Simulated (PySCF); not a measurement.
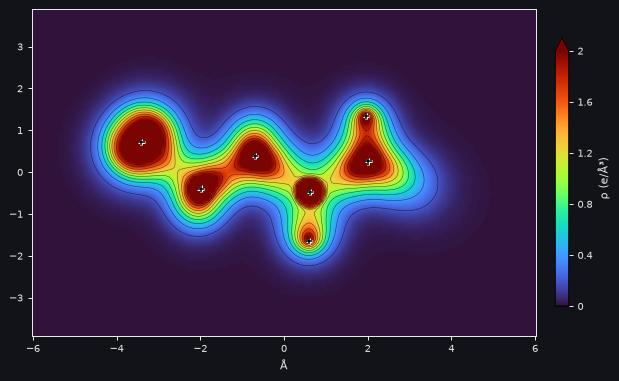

The electron density on a plane through atoms (crosses mark nuclei in the plane).

The calculation used B3LYP/def2-SVPD, SCF density, gas phase in PySCF.

Candidates:
A. C$_{4}$H$_{7}$BClN
B. C$_{5}$H$_{15}$NOSi

Which candidate gave the map?

Candidate A: C$_{4}$H$_{7}$BClN on the plane of atoms C2, C3 and B4, which holds Cl, C, B and H. C–B (1.57 Å): the density is about 1.4 e/Å³ at the midpoint. C–Cl (1.79 Å): the density is about 1.3 e/Å³ at the midpoint.
